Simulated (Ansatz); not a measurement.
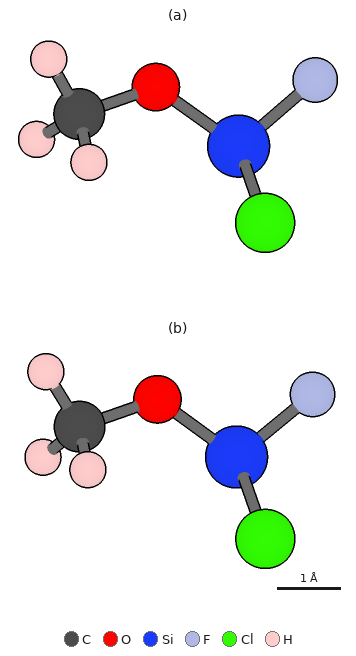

The structure of CH₃ClFOSi (multiplicity 2) before (top) and after (bottom) a relaxation, at one scale.

Style: ball-and-stick. Shown from a free direction.

The start comes from PBE-D4/def2-SVP.

These are results of UKS PBE0-D4/def2-TZVP in Ansatz, not measurements. Settings: force threshold 0.005 eV/Å; at most 150 steps.

Question: Describe what moved and what it gained.

Answer: After 11 accepted moves (12 points after the start) the energy has fallen by 2.23 kcal/mol. Largest force component: 1.3 eV/Å at the start, 0.0016 eV/Å at the end. The line search rejected the trial step at point 11 of the run. The atom that moves furthest after the best rigid fit is an H atom (0.13 Å). By element the largest moves are H 0.13 Å, Cl 0.12 Å, O 0.09 Å, F 0.05 Å, Si 0.05 Å, C 0.02 Å. Some distances before and after: F–Si 1.633 → 1.588 Å, O–Si 1.665 → 1.621 Å, Cl–Si 2.096 → 2.059 Å, C–H 1.109 → 1.090 Å. The run took about 110 core-seconds on a shared host.
